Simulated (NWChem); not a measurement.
# BH3SO (SMILES OBS), run twice

Aim: energy and gradient of BH3SO at revPBE0/jorge-TZP (density fitting with weigend coulomb fitting).

Program for the calculation: NWChem 7.3.0.

3 further runs of the same task are left out: 3 that didn't finish.

## Step 1: The system as given

BH3SO has 6 atoms, charge 0, and is taken as a singlet. SMILES: `OBS`. Geometry: relaxed at PBE0-D4/def2-TZVP. This is one conformer, not always the lowest.

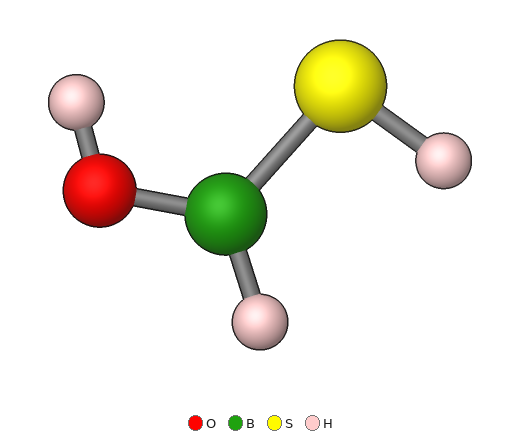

The structure, seen from a chosen angle (oxygen red, boron green, sulfur yellow, hydrogen pink).

## Step 2: First attempt

The input, test.xyz:

```xyz
6
BH3OS revPBE0
O     -1.104400    -0.090400    -1.001800
B      0.054600     0.169700    -0.358100
S      0.336900    -0.392500     1.342100
H     -1.753100    -0.587100    -0.495400
H      0.894300     0.783600    -0.941900
H      1.571700     0.116600     1.455100
```

The input, test.nw:

```
start test
title "BH3OS revPBE0"
memory stack 880 mb heap 220 mb global 1100 mb
charge 0

geometry units angstrom noautosym nocenter noautoz
  load format xyz test.xyz
end

basis spherical bse
  * library jorge-TZP
end

basis "cd basis" spherical
  * library "weigend coulomb fitting"
end

dft
  xc revpbe 0.75 cpbe96 1.0 hfexch 0.25
  disp vdw 4
  grid fine
  iterations 50
  mulliken
  print low
end

task dft gradient
```

Started as:

```
$ nwchem test.nw > test.out
```

Output:

```text
Northwest Computational Chemistry Package (NWChem) 7.3.0
             --------------------------------------------------------

           Job information
           ---------------

    nwchem branch   = 7.3.0
    use scalapack   = T
    input           = test.nw
    prefix          = test.
    data base       = ./test.db
    status          = startup
    nproc           =        1

           Memory information
           ------------------

    heap     =     28835840 doubles =      220.0 Mbytes
    stack    =    115343357 doubles =      880.0 Mbytes
    global   =    144179200 doubles =     1100.0 Mbytes (distinct from heap & stack)
    total    =    288358397 doubles =     2200.0 Mbytes
    verify   = yes
    hardfail = no

           Directory information
           ---------------------

  0 permanent = .
  0 scratch   = .

[... 33 lines left out ...]
            Nuclear Dipole moment (a.u.)
[... 89 lines left out ...]
  Caching 1-el integrals
 ------------------------------------------------------------------------
  vdw 4: scaling factors not available                   0
 ------------------------------------------------------------------------
 ------------------------------------------------------------------------
  current input line :
    27: task dft gradient
 ------------------------------------------------------------------------
 ------------------------------------------------------------------------
 This error has not yet been assigned to a category
 ------------------------------------------------------------------------

0: vdw 4: scaling factors not available:Received an Error in Communication
  Errorcode: -1
```

Run time: 0.73 s. Hardware: 1 thread of Intel Xeon Platinum 8259CL at 2.50GHz (Skylake/Cascade Lake), shared host; peak memory 0.11 GiB.

## Step 3: Reading the log

The program broke off before the end.

The log says `vdw 4: scaling factors not available                   0`. What is wrong: no dispersion parameters. To mend it: dispersion none in place of D3(BJ).

## Step 4: Second attempt

Changes to test.xyz since step 2:

```diff
@@ -1,3 +1,3 @@
 6
-BH3OS revPBE0
+
 O     -1.104400    -0.090400    -1.001800
```

The input, test.nw:

```
start test
memory stack 880 mb heap 220 mb global 1100 mb
charge 0

geometry units angstrom noautosym nocenter noautoz
   load test.xyz
end

basis spherical bse
   * library jorge-TZP
end

basis "cd basis" spherical
   * library "weigend coulomb fitting"
end

dft
   xc revpbe 0.75 cpbe96 1.0 hfexch 0.25
   grid fine
   mulliken
   print low
end

task dft gradient
```

Started as:

```
$ nwchem test.nw > test.out
```

Output:

```text
[...]
 d= 0,ls=0.0,diis     1   -500.0238929722 -5.89D+02  4.60D-03  2.17D+00     9.7
[...]
 d= 0,ls=0.0,diis     8   -500.0871032064 -8.91D-09  3.57D-06  9.92D-07    45.8
         Total DFT energy =     -500.087103206386
      One electron energy =     -864.964795280100
           Coulomb energy =      315.503380010839
    Exchange-Corr. energy =      -39.394562846746
 Nuclear repulsion energy =       88.768874909621
[...]
      Total Density - Mulliken Population Analysis
     ---------------------------------------------
    Atom       Charge   Shell Charges
 -----------   ------   -------------------------------------------------------
    1 O    8     8.32   0.58  1.38  0.14  0.93  0.71  1.90  1.82  0.84  0.00  0.02  0.00
    2 B    5     4.82   1.40  0.42  0.19  0.69  0.23  0.97  0.50  0.21  0.06  0.13  0.02
    3 S   16    16.25   0.15  0.47  0.86  0.46  0.51  1.52  0.90  0.86  5.17  0.78  0.99  2.47  1.00  0.03  0.05  0.01
    4 H    1     0.75   0.26  0.37  0.04  0.06  0.02  0.01
    5 H    1     0.97   0.26  0.52  0.18  0.01  0.00  0.00
    6 H    1     0.89   0.23  0.49  0.11  0.03  0.03  0.00
[...]
                         DFT ENERGY GRADIENTS
    atom               coordinates                        gradient
                 x          y          z           x          y          z
   1 O      -2.087013  -0.170831  -1.893127    0.002677   0.000585   0.001507
   2 B       0.103179   0.320687  -0.676711   -0.001020  -0.001198   0.001859
   3 S       0.636649  -0.741717   2.536201    0.000586   0.001605  -0.003319
   4 H      -3.312879  -1.109458  -0.936170   -0.000281  -0.000215   0.000224
   5 H       1.689982   1.480789  -1.779933   -0.000250  -0.000229   0.000278
   6 H       2.970082   0.220342   2.749740   -0.001711  -0.000548  -0.000548
 Task  times  cpu:       70.6s     wall:       70.6s
 Total times  cpu:       70.7s     wall:       70.7s
```

Run time: 71 s. Hardware: 1 thread of Intel Xeon Platinum 8259CL at 2.50GHz (Skylake/Cascade Lake), shared host; peak memory 0.15 GiB.

## Step 5: Results

Level: revPBE0/jorge-TZP (density fitting with weigend coulomb fitting).

| quantity | value |
| --- | --- |
| total energy | -500.08710 Eh |
| largest force on an atom | 0.192 eV/Å |

What this shows: Mulliken charges run from -0.32 on O1 to +0.25 on H4; they depend strongly on the basis.
